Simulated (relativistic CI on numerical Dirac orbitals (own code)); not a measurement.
Relativistic CI calculation, with input and output: Mg⁸⁺

Mg⁸⁺. Computed at this level: Dirac-Coulomb-Breit CI, KLI orbitals optimised for each configuration, model QED (radiative potential, 1s self-energy scaled to tabulated hydrogen-like ionisation energies) (relativistic CI on numerical Dirac orbitals, in-house).

## The input
```
atom Mg  Z=12  charge=8  electrons=4
nucleus A=24  rms_radius_fm=3.0570
hamiltonian dirac-coulomb  breit=on  qed=on  c_scale=1
orbitals kli  potential=per-configuration
slater_scale 1
correlation none
mixing on
configurations
  [He] 2s2
  [He] 2s 2p
  [He] 2p2
  [He] 2p 3s
  [He] 2p 3p
  [He] 2s 3s
  [He] 2s 3p
  [He] 2s 3d
  [He] 2s 4s
  [He] 2s 4p
  [He] 2s 4d
  [He] 2s 4f
  [He] 3s2
  [He] 3s 3p
  [He] 3p2
end
```

Hardware: 1 CPU thread, shared host.

The program writes its results to a structured record and prints no log; tables and figures of this report are taken from that record.

## The lowest 45 levels

```
Configuration  Level  E (eV)  LS purity (%)  Landé g  Lifetime (s; – stable or not computed)
          2s²    ¹S₀       0             94        –                                       –
        2s 2p   ³P°₀   17.56            100        –                                       –
        2s 2p   ³P°₁   17.70            100    1.500                                1.3×10⁻⁵
        2s 2p   ³P°₂   18.00            100    1.500                                 3.1×10⁰
        2s 2p   ¹P°₁   35.30            100    0.999                               1.7×10⁻¹⁰
          2p²    ³P₀   45.71            100        –                               2.4×10⁻¹⁰
          2p²    ³P₁   45.86            100    1.500                               2.3×10⁻¹⁰
          2p²    ³P₂   46.13            100    1.499                               2.3×10⁻¹⁰
          2p²    ¹D₂   51.12            100    1.000                                1.4×10⁻⁹
          2p²    ¹S₀   63.59             94        –                               1.1×10⁻¹⁰
        2s 3s    ³S₁   189.8             98    2.002                               7.1×10⁻¹²
        2s 3s    ¹S₀   193.0             96        –                               2.2×10⁻¹¹
        2s 3p   ¹P°₁   197.9             88    1.012                               3.1×10⁻¹²
        2s 3p   ³P°₀   198.2             99        –                                1.6×10⁻⁹
        2s 3p   ³P°₁   198.2             97    1.488                               1.2×10⁻¹⁰
        2s 3p   ³P°₂   198.3             99    1.501                                1.6×10⁻⁹
        2s 3d    ³D₁   202.2             98    0.499                               1.6×10⁻¹²
        2s 3d    ³D₂   202.3             98    1.167                               1.6×10⁻¹²
        2s 3d    ³D₃   202.3             98    1.334                               1.6×10⁻¹²
        2s 3d    ¹D₂   205.6             98    1.000                               2.3×10⁻¹²
        2p 3s   ³P°₀   212.2             99        –                               1.6×10⁻¹¹
        2p 3s   ³P°₁   212.4             99    1.498                               1.5×10⁻¹¹
        2p 3s   ³P°₂   212.7             99    1.501                               1.6×10⁻¹¹
        2p 3s   ¹P°₁   215.7             90    1.001                               7.9×10⁻¹²
        2p 3p    ¹P₁   216.8             96    0.983                               6.4×10⁻¹²
        2p 3p    ³D₁   217.7             94    0.520                               1.1×10⁻¹¹
        2p 3p    ³D₂   217.9             98    1.167                               1.1×10⁻¹¹
        2p 3p    ³D₃   218.2             98    1.334                               1.1×10⁻¹¹
        2p 3p    ³S₁   219.6             95    1.989                               7.5×10⁻¹²
        2p 3p    ³P₀   220.4            100        –                               5.5×10⁻¹²
        2p 3p    ³P₁   220.6             98    1.509                               5.5×10⁻¹²
        2p 3p    ³P₂   220.7            100    1.498                               5.5×10⁻¹²
        2p 3p    ¹D₂   223.1             98    1.001                               3.7×10⁻¹²
        2p 3p    ¹S₀   227.2             95        –                               5.0×10⁻¹²
        2s 4s    ³S₁   253.1            100    2.002                               1.8×10⁻¹¹
        2s 4s    ¹S₀   254.7             99        –                               1.4×10⁻¹¹
        2s 4p   ³P°₀   256.1            100        –                               5.0×10⁻¹¹
        2s 4p   ³P°₁   256.1            100    1.500                               5.0×10⁻¹¹
        2s 4p   ³P°₂   256.1            100    1.501                               5.1×10⁻¹¹
        2s 4p   ¹P°₁   256.7            100    1.001                               5.0×10⁻¹²
        2s 4d    ³D₁   257.8            100    0.499                               4.1×10⁻¹²
        2s 4d    ³D₂   257.8            100    1.167                               4.1×10⁻¹²
        2s 4d    ³D₃   257.8            100    1.334                               4.1×10⁻¹²
        2s 4f   ³F°₂   258.8            100    0.666                               1.0×10⁻¹¹
        2s 4f   ³F°₃   258.8            100    1.083                               1.0×10⁻¹¹
```

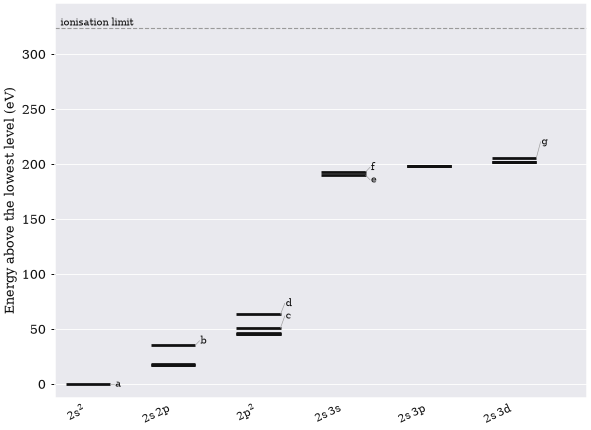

*The lowest levels of Mg IX (Mg⁸⁺), with 7 of them lettered.*

a: 2s² ¹S₀ at 0; b: 2s 2p ¹P°₁ at 35.30 eV; c: 2p² ¹D₂ at 51.12 eV; d: 2p² ¹S₀ at 63.59 eV; e: 2s 3s ³S₁ at 189.8 eV; f: 2s 3s ¹S₀ at 193.0 eV; g: 2s 3d ¹D₂ at 205.6 eV.

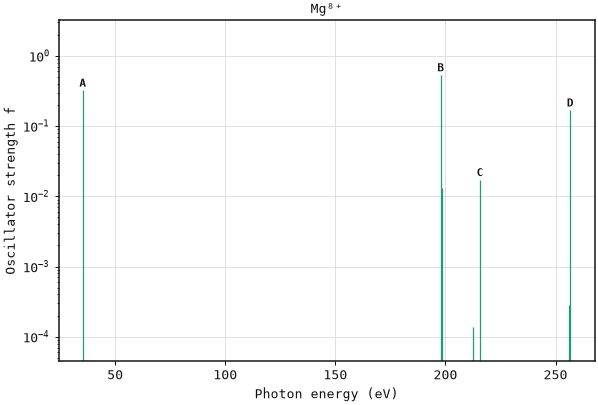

*Absorption lines from the lowest level (oscillator strengths f) for Mg⁸⁺.*

A: 2s 2p ¹P°₁ ← 2s² ¹S₀, 35.30 eV, f = 0.32; B: 2s 3p ¹P°₁ ← 2s² ¹S₀, 197.9 eV, f = 0.53; C: 2p 3s ¹P°₁ ← 2s² ¹S₀, 215.7 eV, f = 0.017; D: 2s 4p ¹P°₁ ← 2s² ¹S₀, 256.7 eV, f = 0.17. The strongest, B, lies in the soft X-ray region.

## Results in brief

```tsv
quantity	value
outcome	converged
lowest level	2s² ¹S₀
first excited level	2s 2p ³P°₀, 141,670 cm⁻¹
ionisation energy	323.900 eV
levels computed	58
SCF iterations	106
```

## Remarks

Limits: configurations can be misplaced by up to about 7 % of their energy; only a limited list of configurations is included, so lower levels can be missing; only lines among the lowest 48 of 58 levels are drawn.
